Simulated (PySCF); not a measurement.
Cl$_{2}$H$_{2}$O$_{2}$Ti, SMILES `O[Ti](O)(Cl)Cl`.

Method: PBE0/def2-TZVP; geometry: GFN2-xTB; program: PySCF. This is a single-reference result, which may miss multireference character in this system. No frequency check shows the geometry to be a minimum. GFN2-xTB bond lengths at metals and heavier atoms can be off by up to 0.1 Å and shapes distorted, which carries into these values.

Cartesian coordinates (Å):

```
O1      -0.0000   -1.2108   -1.4760
Ti2     -0.0001   -0.4091    0.0001
O3       0.0000   -1.2111    1.4757
Cl4      1.6613    0.9402    0.0000
Cl5     -1.6612    0.9403    0.0000
H6      -0.0001   -1.7960   -2.2356
H7       0.0001   -1.7964    2.2351
```

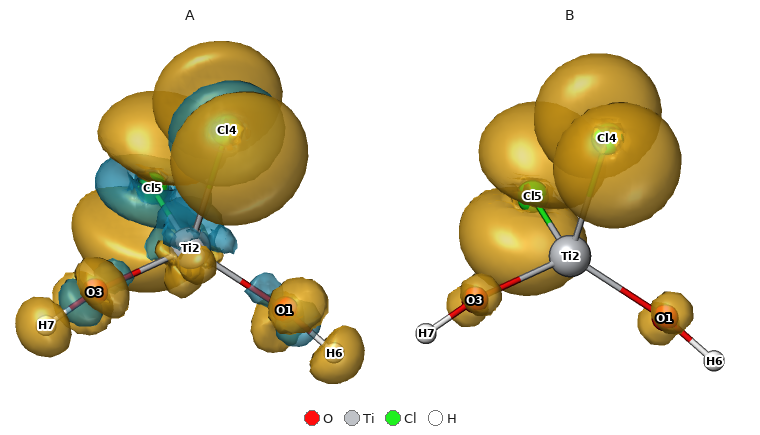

The Fukui function f⁻ from two separate SCF calculations and the density of the HOMO, at ±0.02 e/Å³ (yellow positive, teal negative).

> Which panel is which, and how good is the frozen-orbital picture?

A is f⁻ (it has negative regions), B the HOMO density. The HOMO lies on Cl4 and Cl5 (45 % each) and Ti2 (6 %); f⁻ (Hirshfeld-condensed) is largest on Cl4 and Cl5 (0.36 each); the vertical ionisation energy is 10.63 eV (the stability of the cation's solution wasn't checked). Relaxation shifts 19 % of the electron between atoms. The orbital energy is −8.55 eV.

The PySCF run took 53 s on 1 thread of Intel(R) Xeon(R) Platinum 8488C (Sapphire Rapids) (shared host), peak memory 0.87 GiB.
